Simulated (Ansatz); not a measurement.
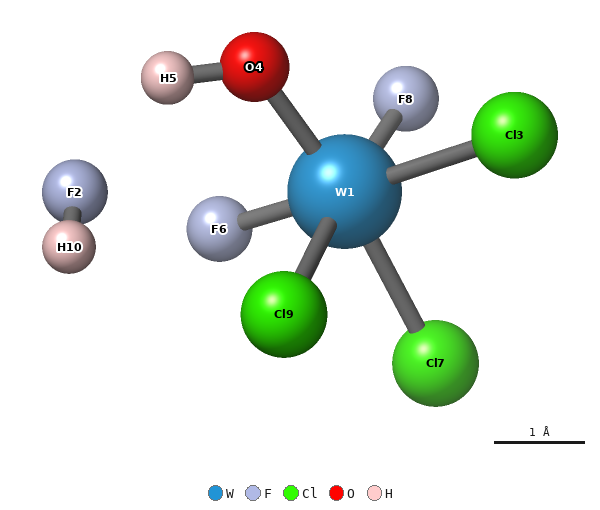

**Figure 1.** The input geometry (ball-and-stick view, seen at a tilt; atoms are numbered from 1 in the order of the input). Sticks mark near contacts. Bond lengths as drawn: Cl–W 2.31 to 2.38 Å, F–H 0.93 Å, F–W 1.88 Å, H–O 0.99 Å and O–W 1.86 Å.

Geometry relaxation of WH₂Cl₃OF₃ (part 1 of 2)

The run: geometry relaxation of WH₂Cl₃OF₃. Method and program: RKS PBE/def2-SVP (Ansatz 0.2.0).

It belongs to a series of runs on one base structure; here: end point B relaxed. Figures and captions count atoms from 1; the log counts them from 0 in places.

### The program's output
```
The last accepted step is kept in [file] (removed where the run ends without a failure and the disk answers)
Engine: ansatz 0.2.0, aarch64-unknown-linux-gnu
Functional definition: PBE
  parameter kappa = 0.804
  parameter beta = 0.06672455060314922
  exchange = pbe_x(kappa = kappa, mu = beta*pi^2/3)
  correlation = pbe_c(beta = beta)
1595 factors; their error is unknown
mean field evaluation 1: about -49573.6002 eV, gradient 8.6e1 eV
mean field evaluation 2: about -49280.0230 eV, gradient 3.4e2 eV
mean field evaluation 4: about -49581.4371 eV, gradient 5.4e1 eV
mean field evaluation 8: about -49587.4226 eV, gradient 2.1e0 eV
mean field evaluation 16: about -49587.3404 eV, gradient 4.0e-2 eV
mean field -49587.34037926 eV, -1822.3011474312 hartree, gradient 6.2e-5 eV, S^2 0.000000; 0 other end points of the search recorded, 0 dependent functions left out
the calculation of the forces begins
reference -49587.34045048 eV, -1822.3011500487 hartree; 51, 51 occupied and 101, 101 virtual orbitals, 1595 factors
relax step   1: F+E_penalty+E_count = -49587.34037926 eV  Δ(F+E_penalty+E_count) = +0.000e0 eV  max|allowed force component| = 8.721e-1 eV/Å  Δτ_max = 0.0000 Å  (36 SCF iters, accepted)
these checks for a lower state are left out or cut short: starts, cluster_reference, orbital_swaps, neighbouring_geometries, increment
1595 factors; their error is unknown
mean field evaluation 32: about -49587.5630 eV, gradient 2.6e-5 eV
mean field -49587.56303408 eV, -1822.3093298450 hartree, gradient 2.6e-5 eV, S^2 0.000000; 0 other end points of the search recorded, 0 dependent functions left out
[... from here on the field's lines of each further geometry are left out, up to the last ...]
relax step   2: F+E_penalty+E_count = -49587.56303408 eV  Δ(F+E_penalty+E_count) = -2.227e-1 eV  max|allowed force component| = 9.316e-1 eV/Å  Δτ_max = 0.1950 Å  (40 SCF iters, accepted)
relax step   3: F+E_penalty+E_count = -49587.60623254 eV  Δ(F+E_penalty+E_count) = -4.320e-2 eV  max|allowed force component| = 1.880e0 eV/Å  Δτ_max = 0.1949 Å  (40 SCF iters, accepted)
relax step   4: F+E_penalty+E_count = -49587.68899695 eV  Δ(F+E_penalty+E_count) = -8.276e-2 eV  max|allowed force component| = 1.548e0 eV/Å  Δτ_max = 0.1943 Å  (41 SCF iters, accepted)
relax step   5: F+E_penalty+E_count = -49587.75997795 eV  Δ(F+E_penalty+E_count) = -7.098e-2 eV  max|allowed force component| = 3.426e-1 eV/Å  Δτ_max = 0.2000 Å  (40 SCF iters, accepted)
relax step   6: F+E_penalty+E_count = -49587.77712851 eV  Δ(F+E_penalty+E_count) = -1.715e-2 eV  max|allowed force component| = 8.779e-1 eV/Å  Δτ_max = 0.1937 Å  (41 SCF iters, accepted)
relax step   7: F+E_penalty+E_count = -49587.85051510 eV  Δ(F+E_penalty+E_count) = -7.339e-2 eV  max|allowed force component| = 3.468e-1 eV/Å  Δτ_max = 0.1999 Å  (40 SCF iters, accepted)
relax step   8: F+E_penalty+E_count = -49587.86395392 eV  Δ(F+E_penalty+E_count) = -1.344e-2 eV  max|allowed force component| = 5.885e-1 eV/Å  Δτ_max = 0.1950 Å  (39 SCF iters, accepted)
relax step   9: F+E_penalty+E_count = -49587.87162039 eV  Δ(F+E_penalty+E_count) = -7.666e-3 eV  max|allowed force component| = 6.780e-1 eV/Å  Δτ_max = 0.2000 Å  (39 SCF iters, accepted)
relax step  10: F+E_penalty+E_count = -49587.88353018 eV  Δ(F+E_penalty+E_count) = -1.191e-2 eV  max|allowed force component| = 1.696e-1 eV/Å  Δτ_max = 0.0710 Å  (37 SCF iters, accepted)
relax step  11: F+E_penalty+E_count = -49587.88924976 eV  Δ(F+E_penalty+E_count) = -5.720e-3 eV  max|allowed force component| = 1.103e-1 eV/Å  Δτ_max = 0.0456 Å  (35 SCF iters, accepted)
relax step  12: F+E_penalty+E_count = -49587.89089596 eV  Δ(F+E_penalty+E_count) = -1.646e-3 eV  max|allowed force component| = 5.174e-2 eV/Å  Δτ_max = 0.0259 Å  (35 SCF iters, accepted)
relax step  13: F+E_penalty+E_count = -49587.89105649 eV  Δ(F+E_penalty+E_count) = -1.605e-4 eV  max|allowed force component| = 4.403e-2 eV/Å  Δτ_max = 0.0262 Å  (34 SCF iters, accepted)
the calculation of the forces begins
reference -49587.89136440 eV, -1822.3213957619 hartree; 51, 51 occupied and 101, 101 virtual orbitals, 1595 factors
relax step  14: F+E_penalty+E_count = -49587.89129453 eV  Δ(F+E_penalty+E_count) = -2.380e-4 eV  max|allowed force component| = 1.008e-2 eV/Å  Δτ_max = 0.0101 Å  (35 SCF iters, accepted)
1595 factors; their error is unknown
mean field evaluation 128: about -49575.6187 eV, gradient 7.9e1 eV
```

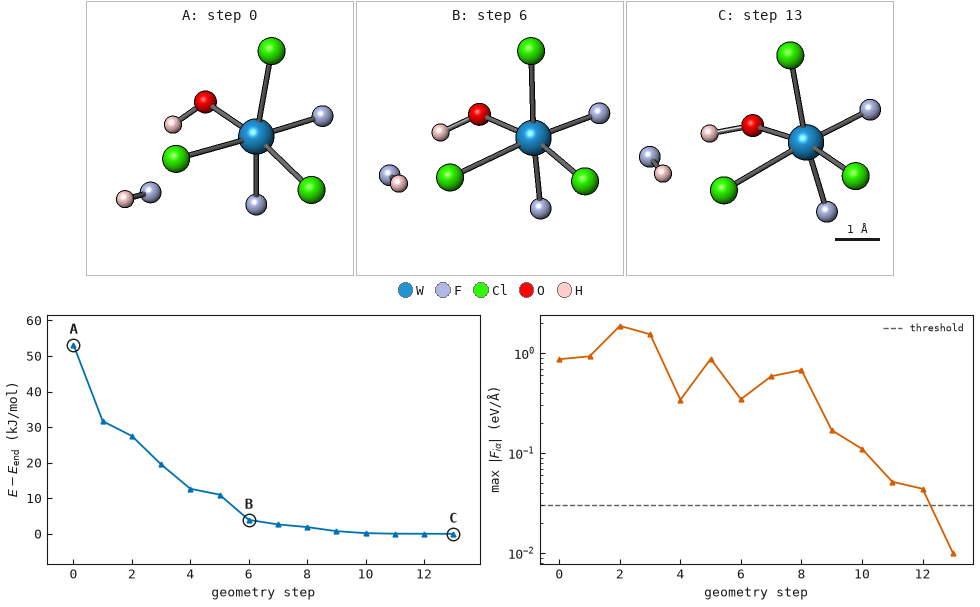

**Figure 2.** Frames of the relaxation (ball-and-stick view, seen at a tilt) above the curves, on which the letters mark them (the first geometry is step 0 here and step 1 in the log).

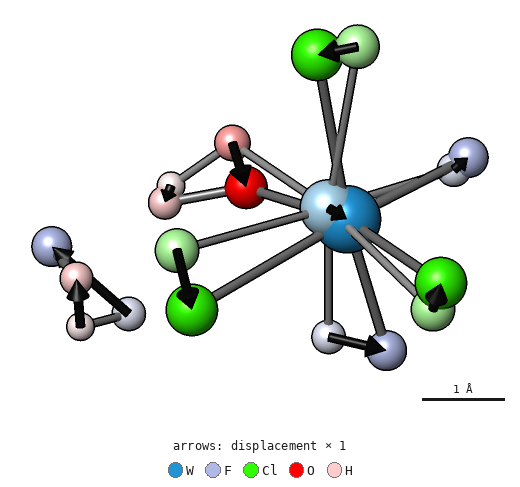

**Figure 3.** Start (faint) and end (solid) with the displacements as black arrows, at true length (ball-and-stick view, seen at a tilt). The two geometries are laid on each other by the best rigid fit. The largest move after the best rigid fit is that of F2, 1.26 Å. Largest moves by element: F 1.26 Å, Cl 0.87 Å, H 0.65 Å, O 0.60 Å, W 0.28 Å. Distances before and after: W1–Cl9 2.383 → 2.433 Å, F2–H10 0.934 → 0.972 Å, O4–H5 0.992 → 1.024 Å, W1–O4 1.862 → 1.835 Å. Among the angles that change: W1–O4–H5 120.1° → 136.5°, F6–W1–Cl9 98.2° → 90.5°, O4–W1–Cl9 89.1° → 83.0°. After 13 geometry steps the energy has fallen by 53.2 kJ/mol. Largest force component: 0.87 eV/Å at the start, 0.01 eV/Å at the end. (Atoms are counted from 1 in the order of the input.)

```
mean field -49587.89129453 eV, -1822.3213931942 hartree, gradient 1.4e-5 eV, S^2 0.000000; 1 other end points of the search recorded, 0 dependent functions left out
the calculation of the forces begins
reference -49587.89136440 eV, -1822.3213957619 hartree; 51, 51 occupied and 101, 101 virtual orbitals, 1595 factors
Total energy: -49587.89136440 eV, -1822.3213957619 hartree
Atom 0 at     0.171557    -0.414132    -0.669717 Å, force    -0.006241     0.001015     0.001175 eV/Å
Atom 1 at     0.290085     1.183277     2.785463 Å, force     0.003202    -0.007867     0.004485 eV/Å
Atom 2 at     2.366356     0.108407    -1.167347 Å, force     0.006670    -0.000301    -0.003559 eV/Å
Atom 3 at    -0.050873     1.112994     0.322439 Å, force     0.000116    -0.002395    -0.002148 eV/Å
Atom 4 at     0.026798     1.375282     1.308990 Å, force    -0.000768    -0.000725     0.003022 eV/Å
Atom 5 at    -1.638240    -0.885974    -0.449334 Å, force    -0.000743    -0.001272    -0.003180 eV/Å
Atom 6 at     0.522121    -2.571724    -1.434928 Å, force    -0.000124     0.003650    -0.000024 eV/Å
Atom 7 at    -0.347700     0.302678    -2.314518 Å, force     0.000141    -0.002005     0.000993 eV/Å
Atom 8 at     0.708527    -1.385693     1.495122 Å, force    -0.000085    -0.000181     0.004134 eV/Å
Atom 9 at     0.490272     0.241285     2.651630 Å, force    -0.002169     0.010079    -0.004899 eV/Å
Dipole moment:     0.102531     0.156921     0.234344 e Å
```

### Trajectory as extended XYZ (Å, eV, eV/Å), 14 frames, from step=1 to step=14
```
10
Properties=species:S:1:pos:R:3:forces:R:3 step=1 energy=-49587.34038
W     0.3815   -0.3319   -0.5199    0.5204  -0.4430  -0.8721
F    -0.6346    0.5378    2.2632   -0.6093   0.5376   0.7519
Cl    2.3680   -0.0786   -1.6681   -0.0147  -0.0046   0.0175
O     0.5005    1.3578    0.2526   -0.0175   0.0302   0.0156
H     0.1286    1.5177    1.1589    0.0029   0.0122   0.0106
F    -1.3702   -0.5180    0.1401    0.0010   0.0009  -0.0049
Cl    0.1365   -2.5478   -1.2133   -0.0022  -0.0029  -0.0016
F    -0.4314    0.2986   -2.0908   -0.0127   0.0030   0.0034
Cl    1.5459   -1.2312    1.3542   -0.2291   0.1734  -0.0709
H    -0.0860    0.0620    2.8508    0.3613  -0.3067   0.1505
10
Properties=species:S:1:pos:R:3:forces:R:3 step=2 energy=-49587.56303
W     0.4076   -0.3475   -0.5806    0.0660   0.1379  -0.2089
F    -0.6819    0.6370    2.4243    0.5175  -0.2962   0.9316
Cl    2.3974   -0.0837   -1.6989    0.0331  -0.0062  -0.0231
O     0.4882    1.3273    0.2533   -0.0204  -0.2506  -0.0994
H     0.1140    1.4838    1.1633   -0.0599  -0.1094   0.0041
F    -1.3313   -0.5157    0.1307    0.0362  -0.0666   0.0226
Cl    0.1416   -2.5680   -1.2338    0.0478   0.0797  -0.0108
F    -0.4337    0.3003   -2.1263    0.0236  -0.0118  -0.0614
Cl    1.5025   -1.1982    1.3447   -0.1187   0.0002   0.0742
H    -0.0654    0.0310    2.8512   -0.5252   0.5231  -0.6290
10
Properties=species:S:1:pos:R:3:forces:R:3 step=3 energy=-49587.60623
W     0.4161   -0.3508   -0.6034   -0.0686   0.2921  -0.1414
F    -0.6742    0.7610    2.5745    1.6676  -1.7515   0.5011
Cl    2.4103   -0.0854   -1.7111    0.0267  -0.0029   0.0711
O     0.4688    1.3070    0.2606    0.0247  -0.2714  -0.1617
H     0.0884    1.4587    1.1708   -0.1306  -0.0594   0.1603
F    -1.3105   -0.5341    0.1384   -0.0187  -0.0730  -0.0056
Cl    0.1654   -2.5662   -1.2518    0.0422   0.0208  -0.0228
F    -0.4275    0.2940   -2.1486   -0.0058  -0.0196   0.0149
Cl    1.4509   -1.1978    1.3618   -0.0793  -0.0152   0.1802
H    -0.0489   -0.0200    2.7366   -1.4582   1.8801  -0.5961
10
Properties=species:S:1:pos:R:3:forces:R:3 step=4 energy=-49587.68900
W     0.4046   -0.3485   -0.5936    0.0284   0.3071  -0.3005
F    -0.5744    0.8092    2.6364    0.9294  -1.4567  -0.2264
Cl    2.4103   -0.0778   -1.6811   -0.0238   0.0012   0.0918
O     0.4502    1.3076    0.2702    0.0104  -0.3179  -0.2027
H     0.0989    1.4620    1.1937   -0.1187  -0.0068   0.2162
F    -1.3206   -0.5526    0.1443   -0.0661  -0.0707   0.0507
Cl    0.1965   -2.5688   -1.2485    0.0281   0.0613   0.0130
F    -0.4440    0.2832   -2.1411    0.0238  -0.0184   0.0484
Cl    1.4132   -1.1861    1.3948   -0.1014  -0.0470   0.1593
H    -0.0956   -0.0619    2.5527   -0.7102   1.5478   0.1503
10
Properties=species:S:1:pos:R:3:forces:R:3 step=5 energy=-49587.75998
W     0.3544   -0.3395   -0.6338    0.1229  -0.1154   0.1244
F    -0.4449    0.8683    2.6597    0.2507  -0.2688  -0.0624
Cl    2.4249   -0.0312   -1.5894   -0.0925   0.0274   0.0324
O     0.3932    1.2744    0.2769   -0.0231  -0.1347  -0.0076
H     0.0748    1.4341    1.2214   -0.0237  -0.0388   0.0972
F    -1.3805   -0.5950    0.0826    0.0455   0.0043  -0.1731
Cl    0.3016   -2.5707   -1.2479   -0.1483  -0.0329  -0.3099
F    -0.4601    0.2884   -2.1919   -0.0467  -0.0199  -0.0785
Cl    1.2445   -1.2928    1.3835    0.0088   0.2814   0.3426
H     0.0310    0.0306    2.5667   -0.0936   0.2974   0.0351
```
